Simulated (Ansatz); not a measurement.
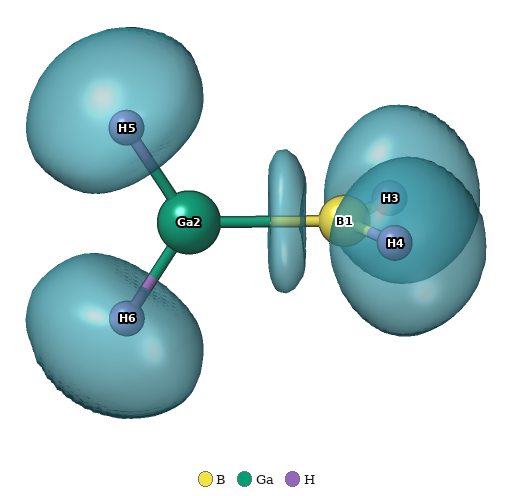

Figure 1: BGaH4. Isosurface of the ELF at 0.8 (cyan), seen at a tilt. Only the valence region is drawn (cores and ρ < 0.01 e/Å³ removed).

These are results of RKS BHLYP/def2-SVP (Ansatz 0.2.0), not measurements.

```yaml
atoms:
  - { symbol: B, position_ang: [0.0523, -1.1147, 0.0278] }
  - { symbol: Ga, position_ang: [-0.0338, 0.9629, -0.0403] }
  - { symbol: H, position_ang: [-0.7009, -1.7629, 0.7025] }
  - { symbol: H, position_ang: [0.8594, -1.7413, -0.6036] }
  - { symbol: H, position_ang: [-0.9279, 1.7294, -1.0818] }
  - { symbol: H, position_ang: [0.7929, 1.8625, 0.9493] }
```

Q: Describe the localisation domains.

A: At this value the surface marks out four regions around hydrogen nuclei and one lobe of the valence shell of B pointing towards Ga (polar bonds). Profiles from the grid: Ga–B (2.08 Å): the ELF peaks at about 1 in the valence shell of B, 0.8 Å from its nucleus, and is about 0.75 at the midpoint. B–H (1.20 Å): the ELF climbs to about 1 towards the hydrogen, as it does in any bond to H; a covalent bond by its length.
